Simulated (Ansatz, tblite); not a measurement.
# [Al(CCH)4]- (C8H4Al−): which spin state is lowest

Is the singlet the ground state of [Al(CCH)4]- (C8H4Al−)? Other spin states are computed and compared level by level.

The runs use Ansatz 0.2.0, Gaussian basis; as each input shows.

The runs, in order: triplet, at the geometry of the singlet (GFN1-xTB, GFN2-xTB, PBE-D4/def2-TZVPD, r2SCAN-D4/def2-TZVPD); the singlet's energies come from earlier runs.

2 further runs of the same task are left out: 1 that didn't finish, 1 set aside as unsound or not needed. Runs told in other sessions of the task aren't counted.

## Step 1: The relaxed structure

The geometry is that of the singlet, from an earlier relaxation (PBE-D4/def2-SVPD).

13 atoms, charge -1, spin multiplicity 1.

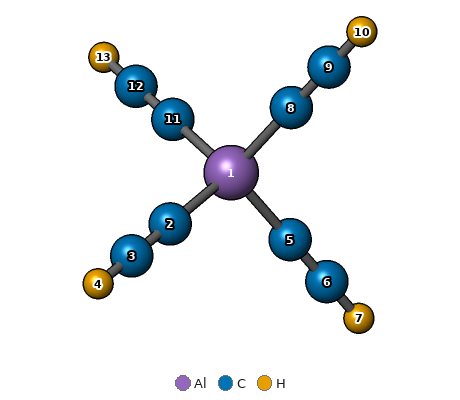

The geometry (aluminium purple, carbon blue, hydrogen amber); atoms are numbered from 1 in the order of the file.

As a file:

```xyz
13
C8H4Al
Al    0.0013    0.0025   -0.0047
C    -0.0045   -0.0001    1.9751
C    -0.0118   -0.0078    3.2113
H    -0.0182   -0.0156    4.2920
C     1.8699    0.0034   -0.6596
C     3.0375    0.0022   -1.0658
H     4.0587    0.0013   -1.4198
C    -0.9303    1.6196   -0.6662
C    -1.5108    2.6313   -1.0760
H    -2.0182    3.5162   -1.4332
C    -0.9309   -1.6149   -0.6649
C    -1.5158   -2.6266   -1.0680
H    -2.0270   -3.5113   -1.4202
```

The ion is computed in the gas phase, without counter-ions or solvent.

## Step 2: Triplet at the fixed geometry, GFN1-xTB

Tight binding, by tblite at 300 K electronic temperature and without a spin-polarisation term:

```python
tblite.interface.Calculator('GFN1-xTB', numbers, positions, charge=-1, uhf=2).singlepoint()
```

Energy -547.2808 eV; 0.01 s.

## Step 3: Triplet at the fixed geometry, GFN2-xTB

Tight binding, by tblite at 300 K electronic temperature and without a spin-polarisation term:

```python
tblite.interface.Calculator('GFN2-xTB', numbers, positions, charge=-1, uhf=2).singlepoint()
```

Energy -543.1090 eV; 0.017 s.

## Step 4: Triplet at the fixed geometry, PBE-D4/def2-TZVPD

in.yaml reads:

```yaml
crystal:
  periodic: [false, false, false]
  atoms:
    - {symbol: Al, position_ang: [0.001300, 0.002455, -0.004725]}
    - {symbol: C, position_ang: [-0.004496, -0.000110, 1.975121]}
    - {symbol: C, position_ang: [-0.011820, -0.007838, 3.211297]}
    - {symbol: H, position_ang: [-0.018157, -0.015645, 4.292043]}
    - {symbol: C, position_ang: [1.869925, 0.003377, -0.659596]}
    - {symbol: C, position_ang: [3.037497, 0.002249, -1.065839]}
    - {symbol: H, position_ang: [4.058701, 0.001284, -1.419781]}
    - {symbol: C, position_ang: [-0.930311, 1.619600, -0.666246]}
    - {symbol: C, position_ang: [-1.510795, 2.631252, -1.075952]}
    - {symbol: H, position_ang: [-2.018192, 3.516155, -1.433196]}
    - {symbol: C, position_ang: [-0.930855, -1.614855, -0.664903]}
    - {symbol: C, position_ang: [-1.515826, -2.626578, -1.068007]}
    - {symbol: H, position_ang: [-2.026980, -3.511335, -1.420225]}
basis:
  gaussian: {orbitals: def2-TZVPD}
total_charge: -1
magnetization: {spin_polarized: true, initial_magnetization: 2}
hamiltonian: {xc: pbe, dispersion: d4}
scf: {omitted_lower_state_checks: [starts]}
output: {orbitals: {seedname: orbitals}}
```

Run with:

```console
ansatz run in.yaml --threads 4 --pin off --events-out ev --progress --plain --max-ram 4787MiB
```

The program printed:

```text
Functional definition: PBE
  name "PBE"
  cite "Perdew, Burke & Ernzerhof, Phys. Rev. Lett. 77, 3865 (1996) doi:10.1103/PhysRevLett.77.3865"
  parent pbe
  parameter kappa = 0.804
  parameter beta = 0.06672455060314922
  exchange = pbe_x(kappa = kappa, mu = beta*pi^2/3)
  correlation = pbe_c(beta = beta)
these checks for a lower state are left out or cut short: starts
1860 factors; their error is unknown
mean field evaluation 1: about -14919.0384 eV, gradient 5.9e1 eV
mean field evaluation 2: about -14882.3150 eV, gradient 9.3e1 eV
mean field evaluation 4: about -14928.1051 eV, gradient 3.1e1 eV
mean field evaluation 8: about -14935.9553 eV, gradient 1.2e1 eV
mean field evaluation 16: about -14937.5929 eV, gradient 4.4e-1 eV
mean field evaluation 32: about -14937.5548 eV, gradient 1.3e-3 eV
mean field -14937.55491033 eV, -548.9450179163 hartree, gradient 5.0e-6 eV, S^2 2.005344; 0 other end points of the search recorded, 0 dependent functions left out
reference -14937.55497918 eV, -548.9450204465 hartree; 34, 32 occupied and 341, 343 virtual orbitals, 1860 factors
Total energy: -14937.91283015 eV, -548.9581712271 hartree
Checks for a lower state left out: starts
```

Wall time 70 s (4 threads of Arm Neoverse V1, shared host); peak memory 1.8 GiB.

From the report: HOMO 1.96 eV, LUMO -2.11 eV (over both spins; with the spin held, an empty level of the minority spin lies below the top filled one); ⟨S²⟩ 2.005 (pure: 2.00). Doubts: highest occupied level lies above zero.

## Step 5: Triplet at the fixed geometry, r2SCAN-D4/def2-TZVPD

start.molden holds the orbitals of an earlier run on this state, given as this run's starting guess.

Edit in.yaml of step 4 so:

```diff
@@ -17,6 +17,6 @@
 basis:
-  gaussian: {orbitals: def2-TZVPD}
+  gaussian: {orbitals: def2-TZVPD, initial_orbitals: start.molden}
 total_charge: -1
 magnetization: {spin_polarized: true, initial_magnetization: 2}
-hamiltonian: {xc: pbe, dispersion: d4}
+hamiltonian: {xc: r2scan, dispersion: d4}
 scf: {omitted_lower_state_checks: [starts]}
```

The command is unchanged.

The program printed, cut to the lines that bear on the results:

```text
Functional definition: r2SCAN
  name "r2SCAN"
  cite "Furness, Kaplan, Ning, Perdew & Sun, J. Phys. Chem. Lett. 11, 8208 (2020) doi:10.1021/acs.jpclett.0c02405"
  cite "Furness, Kaplan, Ning, Perdew & Sun, J. Phys. Chem. Lett. 11, 9248 (2020) doi:10.1021/acs.jpclett.0c03077"
  parent r2scan
[...]
1860 factors; their error is unknown
[...]
mean field -14946.67338912 eV, -549.2801158310 hartree, gradient 6.5e-6 eV, S^2 2.011131; 0 other end points of the search recorded, 0 dependent functions left out
reference -14946.67341730 eV, -549.2801168667 hartree; 34, 32 occupied and 341, 343 virtual orbitals, 1860 factors
Total energy: -14946.77417693 eV, -549.2838197148 hartree
Checks for a lower state left out: starts
```

It took 3.6 min on 4 threads of Arm Neoverse V1, shared host; peak memory 1.9 GiB.

HOMO 1.64 eV, LUMO -1.42 eV (over both spins; with the spin held, an empty level of the minority spin lies below the top filled one); ⟨S²⟩ 2.011 (pure: 2.00). Doubts: highest occupied level lies above zero.

## Step 6: Triplet less singlet, vertical

The singlet's energies are those of its earlier runs, whose logs aren't repeated here.

| level | triplet less singlet, vertical (kcal/mol) | time |
| --- | --- | --- |
| GFN1-xTB | +135.0 | 0.023 s |
| GFN2-xTB | +116.4 | 0.024 s |
| PBE-D4/def2-TZVPD | +114.6 | 79 s |
| r2SCAN-D4/def2-TZVPD | +110.5 | 3.9 min |

Times add the two runs; a level without a time comes out of a correlated run. Tight binding without a spin term can't rank spin states.

## Step 7: What came out

| quantity | value |
| --- | --- |
| triplet less singlet, vertical, functionals in def2-TZVPD | +110.5 (r2SCAN-D4) to +114.6 kcal/mol (PBE-D4) |

What this shows: All functionals put the triplet above the singlet, over a spread of 4.1 kcal/mol. The checks for a lower triplet were left out, so another state of that spin may lie lower. These are electronic energies, without zero-point motion, entropy or surroundings.

The anion's highest level is positive in at least one run, so there the basis alone may hold the extra electron.
